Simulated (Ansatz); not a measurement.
# Hf3TiO8: the cell at several levels of theory

How does the equilibrium cell of Hf3TiO8, tetragonal host depend on the functional? It is relaxed with PBE, r2SCAN and PBEsol. This is a trial cell built on a prototype, not taken from a measured structure, and it needn't be the compound's ground state.

The runs shown are made with Ansatz 0.2.0. PAW datasets, plane waves, zero pressure. No spin polarisation and no zero-point or thermal motion; the cell was built from a prototype and may be hypothetical.

## 1. The system as given

This is the cell as the run starts from it, not yet at rest; its lengths are not the crystal's.

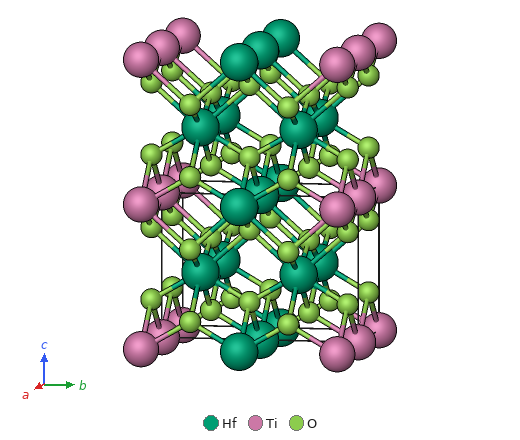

View slightly off an axis; hafnium teal, titanium pink, oxygen green. 2×1×2 cells are drawn.

Coordinates:

```
CELL_PARAMETERS angstrom
3.52163 0.00000 0.00000
0.00000 7.04326 0.00000
0.00000 0.00000 5.11897
ATOMIC_POSITIONS crystal
Hf 0.50000 0.25000 0.50000
Ti 0.00000 0.00000 0.00000
O 0.50000 0.00000 0.30279
O 0.00000 0.25000 0.19721
O 0.00000 0.25000 0.69721
O 0.50000 0.00000 0.80279
Hf 0.50000 0.75000 0.50000
Hf 0.00000 0.50000 0.00000
O 0.50000 0.50000 0.30279
O 0.00000 0.75000 0.19721
O 0.00000 0.75000 0.69721
O 0.50000 0.50000 0.80279
```

## 2. Relaxation with PBE

input.yaml reads:

```yaml
crystal:
  lattice:
    - [3.5216305, 0.0, 0.0]
    - [0.0, 7.04326099, 0.0]
    - [0.0, 0.0, 5.11896717]
  atoms:
    - { symbol: Hf, position: [0.5, 0.25, 0.5] }
    - { symbol: Ti, position: [0.0, 0.0, 0.0] }
    - { symbol: O, position: [0.5, 0.0, 0.30279212] }
    - { symbol: O, position: [0.0, 0.25, 0.19720788] }
    - { symbol: O, position: [0.0, 0.25, 0.69720788] }
    - { symbol: O, position: [0.5, 0.0, 0.80279212] }
    - { symbol: Hf, position: [0.5, 0.75, 0.5] }
    - { symbol: Hf, position: [0.0, 0.5, 0.0] }
    - { symbol: O, position: [0.5, 0.5, 0.30279212] }
    - { symbol: O, position: [0.0, 0.75, 0.19720788] }
    - { symbol: O, position: [0.0, 0.75, 0.69720788] }
    - { symbol: O, position: [0.5, 0.5, 0.80279212] }
kpoints:
  mp_grid: { grid: [6, 4, 4] }
hamiltonian:
  xc: pbe
scf:
  occupations: { method: fermi_dirac, width: 0.02 }
relax:
  f_tol: 0.005
  cell: {}
```

Standard output:

```text
Engine: ansatz 0.2.0, x86_64-unknown-linux-gnu
Pseudopotentials: kind: paw
Pseudopotential: Hf, paw, valence charge 26, recommended cutoff 420 eV (normal), Hf.paw.azcp
Pseudopotential: Ti, paw, valence charge 12, recommended cutoff 420 eV (normal), Ti.paw.azcp
Pseudopotential: O, paw, valence charge 6, recommended cutoff 420 eV (normal), O.paw.azcp
Functional definition: PBE
  parameter kappa = 0.804
  parameter beta = 0.06672455060314922
  exchange = pbe_x(kappa = kappa, mu = beta*pi^2/3)
  correlation = pbe_c(beta = beta)
Crystal: 12 atoms, lattice volume = 126.970 Å³
Basis set: ecut = 420 eV, 2501 PW (Γ), exchange–correlation on 48×96×72 points (8 copies of the dense FFT grid, shifted against one another)
Bands: 83, of which v1, the nominal top of the filled ones, is band 69 counted from 1 (68 counted from 0)
Symmetry: 4 space group operations
Space group: Pmm2 (ITA 25), of the structure as read, at distance tolerance 5.0e-5 Å
k-points: 36 of 96 (time reversal used)
Non-local potential: Hf, projectors of the file, l = 0: 3, l = 1: 2, l = 2: 2, l = 3: 3
Non-local potential: Ti, projectors of the file, l = 0: 3, l = 1: 2, l = 2: 3, l = 3: 1
Non-local potential: O, projectors of the file, l = 0: 2, l = 1: 2, l = 2: 1
PAW form: soft (Blöchl's): semilocal exchange-correlation on the pseudo side does not see the compensation charge
PAW one-centre angular grid: Hf, 590 points (default); XC on 64 Gauss nodes
PAW one-centre angular grid: Ti, 590 points (default); XC on 64 Gauss nodes
PAW one-centre angular grid: O, 110 points (default); XC on 64 Gauss nodes
Initial density: superposition of atomic densities (neutral atoms: chi_scale 0, normalization atom), corrected by the library's trained network
Initial wavefunctions: pseudopotential atomic-orbital guess
Functional: x = pbe(κ = 0.804, μ = 0.2195149727645171), c = pbe(β = 0.06672455060314922)
SCF iter   1: F=—  HF=-54222.123749 eV  |F-HF|=—  |Δ(HF+E_count)|=         —  Δρ=4.52e-3  dr2=1.56e-2  ethr=1.77e-3  ⟨swp⟩=5.8  Hψ=9309  notcnv=0  defer=105
preconditioner: auto → Resta (q_TF=auto, 2.766 Å⁻¹)  ε∞=5.8  [insulator: Δε(μ)=2.368 eV  Ē_g=17.199 eV  σ=0.020 eV  W_gap=1.00  n_scr=44 (ndim 8)  ℏωp=37.6 eV  f_vac=0.048  D(μ)=0.00/eV (n_scr^D=0)  ε∞_Penn≈5.8]
SCF iter   2: F=—  HF=-54222.123752 eV  |F-HF|=—  |Δ(HF+E_count)|=   3.71e-6  Δρ=2.63e-3  dr2=5.93e-3  ethr=1.13e-5  ⟨swp⟩=2.0  Hψ=5533  notcnv=0  defer=327
SCF iter   3: F=—  HF=-54222.124428 eV  |F-HF|=—  |Δ(HF+E_count)|=   6.75e-4  Δρ=1.45e-3  dr2=2.36e-3  ethr=4.29e-6  ⟨swp⟩=2.0  Hψ=5176  notcnv=0  defer=327
SCF iter   4: F=—  HF=-54222.124808 eV  |F-HF|=—  |Δ(HF+E_count)|=   3.80e-4  Δρ=2.99e-4  dr2=1.57e-4  ethr=1.71e-6  ⟨swp⟩=2.0  Hψ=3825  notcnv=0  defer=327
SCF iter   5: F=—  HF=-54222.123739 eV  |F-HF|=—  |Δ(HF+E_count)|=   1.07e-3  Δρ=1.83e-4  dr2=4.40e-5  ethr=1.14e-7  ⟨swp⟩=2.0  Hψ=4371  notcnv=0  defer=327
SCF iter   6: F=—  HF=-54222.123990 eV  |F-HF|=—  |Δ(HF+E_count)|=   2.51e-4  Δρ=6.33e-5  dr2=5.84e-6  ethr=3.19e-8  ⟨swp⟩=2.0  Hψ=4565  notcnv=0  defer=327
SCF iter   7: F=—  HF=-54222.123991 eV  |F-HF|=—  |Δ(HF+E_count)|=   1.29e-6  Δρ=3.02e-5  dr2=1.05e-6  ethr=4.23e-9  ⟨swp⟩=2.0  Hψ=4562  notcnv=0  defer=327
SCF iter   8: F=—  HF=-54222.123992 eV  |F-HF|=—  |Δ(HF+E_count)|=   5.66e-7  Δρ=1.38e-5  dr2=2.19e-7  ethr=7.62e-10  ⟨swp⟩=2.0  Hψ=4732  notcnv=0  defer=327
SCF iter   9: F=-54222.123992 eV  HF=-54222.123992 eV  |F-HF|=1.47e-9  |Δ(HF+E_count)|=   7.29e-8  Δρ=4.11e-6  dr2=2.28e-8  ethr=7.25e-11  ⟨swp⟩=4.9  Hψ=11377  notcnv=0
SCF 1 converged in 9 iterations: F = -54222.123992 eV  dr2 = 2.28e-8
relax step   1: F+E_penalty+E_count = -54222.12399194 eV  Δ(F+E_penalty+E_count) = +0.000e0 eV  max|allowed force component| = 1.617e0 eV/Å  Δτ_max = 0.0000 Å  P = +9.284 GPa  Ω = 126.970 Å³  (9 SCF iters, dr2 threshold 1.00e-7 eV, accepted)
[... from here on, the SCF cycles and remarks between the steps are left out ...]
relax step   2: F+E_penalty+E_count = -54222.44596793 eV  Δ(F+E_penalty+E_count) = -3.220e-1 eV  max|allowed force component| = 8.390e-1 eV/Å  Δτ_max = 0.1141 Å  P = -2.282 GPa  Ω = 132.500 Å³  energy of the carried Pulay correction = -2.730e-2 eV  (9 SCF iters, dr2 threshold 1.20e-6 eV, accepted)
relax step   3: F+E_penalty+E_count = -54222.50309940 eV  Δ(F+E_penalty+E_count) = -5.713e-2 eV  max|allowed force component| = 5.441e-1 eV/Å  Δτ_max = 0.0436 Å  P = -0.986 GPa  Ω = 132.150 Å³  energy of the carried Pulay correction = -2.560e-2 eV  (7 SCF iters, dr2 threshold 1.20e-6 eV, accepted)
relax step   4: F+E_penalty+E_count = -54222.55858404 eV  Δ(F+E_penalty+E_count) = -5.548e-2 eV  max|allowed force component| = 2.207e-1 eV/Å  Δτ_max = 0.0877 Å  P = +0.909 GPa  Ω = 132.132 Å³  energy of the carried Pulay correction = -2.551e-2 eV  (7 SCF iters, dr2 threshold 1.20e-6 eV, accepted)
relax step   5: F+E_penalty+E_count = -54222.56623891 eV  Δ(F+E_penalty+E_count) = -7.655e-3 eV  max|allowed force component| = 1.144e-1 eV/Å  Δτ_max = 0.0463 Å  P = +0.084 GPa  Ω = 133.501 Å³  energy of the carried Pulay correction = -3.211e-2 eV  (8 SCF iters, dr2 threshold 1.20e-6 eV, accepted)
relax step   6: F+E_penalty+E_count = -54222.56858446 eV  Δ(F+E_penalty+E_count) = -2.346e-3 eV  max|allowed force component| = 6.466e-2 eV/Å  Δτ_max = 0.0138 Å  P = -0.110 GPa  Ω = 133.585 Å³  energy of the carried Pulay correction = -3.251e-2 eV  (6 SCF iters, dr2 threshold 8.17e-7 eV, accepted)
relax step   7: F+E_penalty+E_count = -54222.56997091 eV  Δ(F+E_penalty+E_count) = -1.386e-3 eV  max|allowed force component| = 3.234e-2 eV/Å  Δτ_max = 0.0078 Å  P = -0.077 GPa  Ω = 133.542 Å³  energy of the carried Pulay correction = -3.231e-2 eV  (6 SCF iters, dr2 threshold 4.53e-7 eV, accepted)
relax step   8: F+E_penalty+E_count = -54222.57028152 eV  Δ(F+E_penalty+E_count) = -3.106e-4 eV  max|allowed force component| = 1.058e-2 eV/Å  Δτ_max = 0.0070 Å  P = +0.057 GPa  Ω = 133.524 Å³  energy of the carried Pulay correction = -3.222e-2 eV  (7 SCF iters, dr2 threshold 6.54e-8 eV, accepted)
relax step   9: F+E_penalty+E_count = -54222.57015660 eV  Δ(F+E_penalty+E_count) = +1.249e-4 eV  max|allowed force component| = 4.239e-3 eV/Å  Δτ_max = 0.0024 Å  P = -0.012 GPa  Ω = 133.559 Å³  energy of the carried Pulay correction = -3.239e-2 eV  (6 SCF iters, dr2 threshold 2.12e-8 eV, accepted)
relax step  10: F+E_penalty+E_count = -54222.61488846 eV  Δ(F+E_penalty+E_count) = -4.473e-2 eV  max|allowed force component| = 5.018e-3 eV/Å  Δτ_max = 0.0000 Å  P = +0.524 GPa  Ω = 133.559 Å³  stress off target by 7.53e-1 GPa  SCF on the basis re-selected at this cell (its energy is not comparable with the rows above)  (9 SCF iters)
relax step  11: F+E_penalty+E_count = -54222.61354492 eV  Δ(F+E_penalty+E_count) = +1.344e-3 eV  max|allowed force component| = 1.670e-2 eV/Å  Δτ_max = 0.0102 Å  P = -0.020 GPa  Ω = 134.080 Å³  energy of the carried Pulay correction = -2.503e-3 eV  (6 SCF iters, dr2 threshold 1.20e-6 eV, accepted)
relax step  12: F+E_penalty+E_count = -54222.61344086 eV  Δ(F+E_penalty+E_count) = +1.041e-4 eV  max|allowed force component| = 1.554e-2 eV/Å  Δτ_max = 0.0035 Å  P = +0.025 GPa  Ω = 134.103 Å³  energy of the carried Pulay correction = -2.616e-3 eV  (7 SCF iters, dr2 threshold 1.74e-8 eV, accepted)
relax step  13: F+E_penalty+E_count = -54222.61347106 eV  Δ(F+E_penalty+E_count) = -3.020e-5 eV  max|allowed force component| = 8.559e-3 eV/Å  Δτ_max = 0.0012 Å  P = +0.000 GPa  Ω = 134.101 Å³  energy of the carried Pulay correction = -2.607e-3 eV  (5 SCF iters, dr2 threshold 1.51e-8 eV, accepted)
relax step  14: F+E_penalty+E_count = -54222.61348822 eV  Δ(F+E_penalty+E_count) = -1.716e-5 eV  max|allowed force component| = 2.320e-3 eV/Å  Δτ_max = 0.0004 Å  P = +0.002 GPa  Ω = 134.099 Å³  energy of the carried Pulay correction = -2.594e-3 eV  (6 SCF iters, dr2 threshold 4.58e-9 eV, accepted)
relax step  15: F+E_penalty+E_count = -54222.61607531 eV  Δ(F+E_penalty+E_count) = -2.587e-3 eV  max|allowed force component| = 2.268e-3 eV/Å  Δτ_max = 0.0000 Å  P = +0.016 GPa  Ω = 134.099 Å³  stress off target by 3.32e-2 GPa  SCF on the basis re-selected at this cell (its energy is not comparable with the rows above)  (6 SCF iters)
basis re-selected at this cell: Δ(F+E_penalty+E_count) = -2.587e-3 eV, ΔP = +0.013 GPa vs the last step (what re-selecting the basis moved, of the pressure what is left beyond the Pulay correction that the steps carried, after the strain that the cell walked since its last selection, with what the two solves' SCF thresholds leave and, on support functions, any second-order correction that the steps lacked; it is no measure of the basis error at this ecutwfc). This SCF's stress stands 3.32e-2 GPa from its target on what of the cell is left free (relax.cell.stress_tol is 5.00e-2 GPa) and its largest allowed force component is 2.27e-3 eV/Å (relax.f_tol is 5.00e-3 eV/Å): within both
SCF converged after 6 iterations
Free energy (F): -54222.616075 eV
Harris-Foulkes:  -54222.616075 eV  (|F-HF|=1.96e-10)
Internal energy: -54222.616075 eV  (E = F + TS)
E sigma→0 (E₀):  -54222.616075 eV
Fermi energy:    14.583681 eV
--- Per-component energies (eV) ---
  E_band       = -193.069112
  E_kinetic    = 2935.874984
  E_local      = -20199.067671  (includes V_loc(G=0)·N_el)
  E_nonlocal   = -3341.936977
  E_hartree    = 9131.835506
  E_xc         = -1588.842089
  E_vxc        = -1675.202168  (∫ρ·V_xc dr)
  E_paw        = -23090.601395  (= ΣΔE_a)
  E_vpaw       = 3823.570714  (= ΣTr[D̂ρ^β])
  E_aug_tail   = 0.020134  (compensation charges beyond the density's cutoff)
  E_ewald      = -18069.898567
  E_smearing   = -0.000000  (= −TS)
  E_closure    = -0.000000  (closes the sum)
  Σ components = -54222.616075   (vs F -54222.616075, Δ=0.00e0)
--- Forces (eV/Å), atoms counted from 1 ---
  atom   1  Hf     0.00000000     0.00051015     0.00116427
  atom   2  Ti     0.00000000     0.00000000     0.00079841
  atom   3  O     -0.00000000    -0.00000000    -0.00040726
  atom   4  O      0.00000000     0.00013291    -0.00111888
  atom   5  O     -0.00000000    -0.00041546    -0.00032272
  atom   6  O      0.00000000     0.00000000     0.00050200
  atom   7  Hf     0.00000000    -0.00051015     0.00116427
  atom   8  Hf    -0.00000000     0.00000000     0.00226805
  atom   9  O     -0.00000000    -0.00000000    -0.00081438
  atom  10  O      0.00000000    -0.00013291    -0.00111888
  atom  11  O     -0.00000000     0.00041546    -0.00032272
  atom  12  O      0.00000000     0.00000000    -0.00179200
  max |Σ_I F_I| component: 1.37e-7 eV/Å
--- Stress (GPa, compression-positive) ---
       -0.004403       0.000000       0.000000
        0.000000       0.018309       0.000000
        0.000000       0.000000       0.033175
  P = ⅓ Tr σ = 0.0157 GPa (0.157 kbar)
--- Band table (eV; the first three rows and the last of 36) ---
  k-point 0: bands = ["-47.4395", "-47.1321", "-47.1268", "-43.4799", "-19.7567", "-19.7092", "-19.5989", "-16.3114", "-16.1609", "-16.1074", "-16.0640", "-15.9434", "-15.9290", "-15.7920", "-15.7758", "-15.7666", "-4.8593", "-3.6554", "-3.6228", "-3.2651", "-3.1576", "-2.9599", "-2.9562", "-2.5726", "2.6747", "2.6816", "2.6825", "2.7019", "2.7024", "2.7194", "2.7458", "2.9793", "2.9952", "2.9956", "2.9990", "2.9998", "3.0147", "3.0221", "3.0253", "3.0303", "3.0320", "3.0377", "3.0521", "3.0587", "3.1222", "8.1004", "8.4511", "8.5604", "8.7423", "8.8653", "8.9843", "9.8324", "9.8820", "10.1293", "10.1410", "10.5281", "10.5716", "10.9090", "11.0214", "11.4757", "11.5061", "11.6342", "11.8544", "11.8629", "12.5856", "12.8276", "12.9732", "13.0531", "13.1228", "16.0636", "16.2772", "17.2959", "17.5909", "18.2120", "18.2127", "18.5282", "18.5285", "18.9378", "19.0925", "19.3554", "19.5777", "20.2625", "21.0479"]
[... 3 lines left out ...]
--- Relaxed structure (13 steps of the walk, 13 accepted, 2 SCFs on fresh bases) ---
  F+E_penalty+E_count = -54222.61607531 eV   max|allowed force component| = 2.268e-3 eV/Å   (the final SCF, on the basis selected at the relaxed cell)
  cell:  # Å, volume = 134.0988 Å³
    - [3.541056572332823, 0.0, 0.0]
    - [0.0, 7.152322328900999, 0.0]
    - [0.0, 0.0, 5.294742772266875]
  atoms:
    - { symbol: Hf, position: [0.5, 0.2525426666478627, 0.4971143015672907] }
    - { symbol: Ti, position: [-9.257182621176403e-37, -1.334100616397534e-19, 0.013227189076372695] }
    - { symbol: O, position: [0.5, -1.334100616397534e-19, 0.33565519964973156] }
    - { symbol: O, position: [-4.3437549222443124e-36, 0.2399355213431473, 0.17732782486756066] }
    - { symbol: O, position: [-9.257182621176403e-37, 0.2525867009727533, 0.6866839332927742] }
    - { symbol: O, position: [0.5, -1.334100616397534e-19, 0.8530075405688671] }
    - { symbol: Hf, position: [0.5, 0.7474573333521376, 0.4971143015672907] }
    - { symbol: Hf, position: [-9.257182621176403e-37, 0.5000000000000001, -0.01057133065853469] }
    - { symbol: O, position: [0.5, 0.5000000000000001, 0.2914150250438304] }
    - { symbol: O, position: [-7.120909708597238e-38, 0.7600644786568529, 0.17732782486756066] }
    - { symbol: O, position: [-9.257182621176403e-37, 0.7474132990272468, 0.6866839332927742] }
    - { symbol: O, position: [0.5, 0.5000000000000001, 0.7950142568644819] }
```

It took 2 min on 1 × NVIDIA H100 80GB HBM3 with 2 threads of AMD EPYC 7R13 (Zen 3), shared host; peak host memory 1.2 GiB.

Ionic steps:

```csv
step,energy change (meV/atom),largest force (eV/Å),pressure (GPa),volume (Å³/atom)
1,0.0,1.6170,9.28,10.581
2,-26.8,0.8390,-2.28,11.042
3,-31.6,0.5441,-0.99,11.012
4,-36.2,0.2207,0.91,11.011
5,-36.9,0.1144,0.08,11.125
6,-37.0,0.0647,-0.11,11.132
7,-37.2,0.0323,-0.08,11.128
8,-37.2,0.0106,0.06,11.127
9,-37.2,0.0042,-0.01,11.130
10,-40.9,0.0050,0.52,11.130
11,-40.8,0.0167,-0.02,11.173
12,-40.8,0.0155,0.02,11.175
13,-40.8,0.0086,0.00,11.175
14,-40.8,0.0023,0.00,11.175
15,-41.0,0.0023,0.02,11.175
```

Steps 10, 15 solve the same cell on a plane-wave basis chosen anew, so the energy can jump there without a move.

The table lists every geometry solved, with passes on a fresh basis, whose energies don't compare exactly with the rows above.

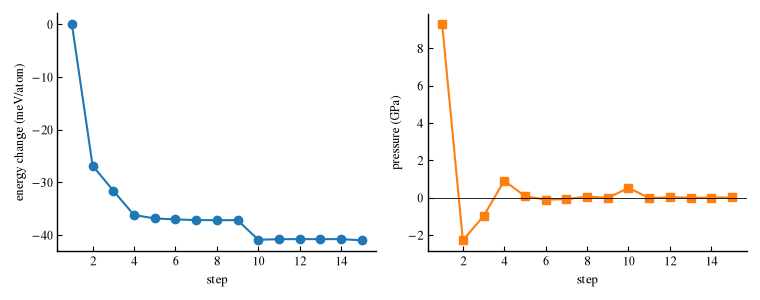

Energy (left) and pressure (right) by step.

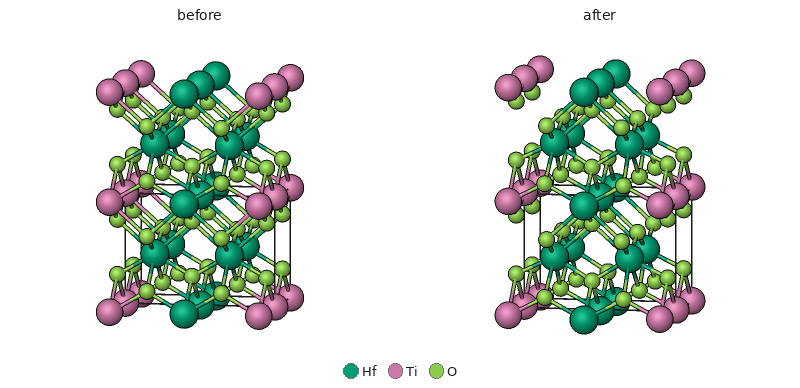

Before and after, at one scale.

|  | before | after | change |
| --- | --- | --- | --- |
| a (Å) | 3.522 | 3.541 | +0.55 % |
| b (Å) | 7.043 | 7.152 | +1.55 % |
| c (Å) | 5.119 | 5.295 | +3.43 % |
| volume (Å³/atom) | 10.581 | 11.175 | +5.61 % |
| shortest distance (Å) | 2.030 | 1.924 | -5.23 % |
| space group | Pmm2 | Pmm2 | same |

(Part 1 of 3 ends here.)
